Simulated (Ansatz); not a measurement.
```
atom    x (Å)    y (Å)    z (Å)
   F   0.1731  -1.6199   1.4391
   B   0.1802  -0.5583   0.6919
   C   0.1479   0.5518  -0.1530
   I  -1.0943   0.0751  -1.8341
   H   0.5931   1.5513  -0.1438
```

Core potentials replace the inner electrons of I.

Computed with RKS revPBE-D4/def2-SVP in Ansatz.

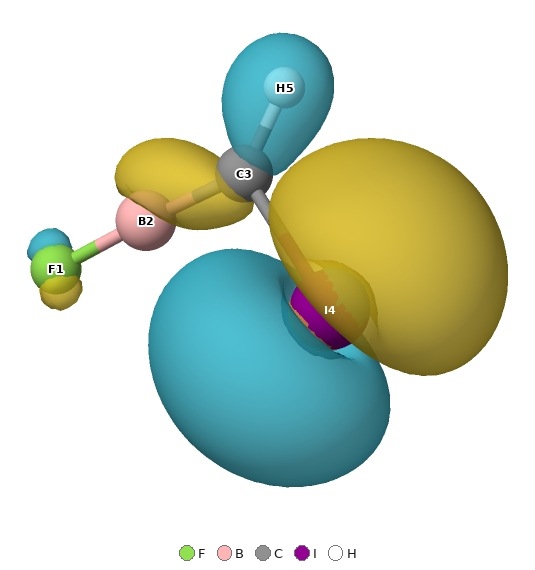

CHBFI. The HOMO−1 at ±0.08 Å⁻³ᐟ² (yellow and cyan are the two phases), seen at a tilt.

Describe this orbital and give its energy.

Answer. It lies mainly on I4 (about 90 %); it is symmetric in the molecular plane (an in-plane orbital: σ, lone-pair or in-plane π type); largely a lone pair of I4. Its energy is −6.38 eV.
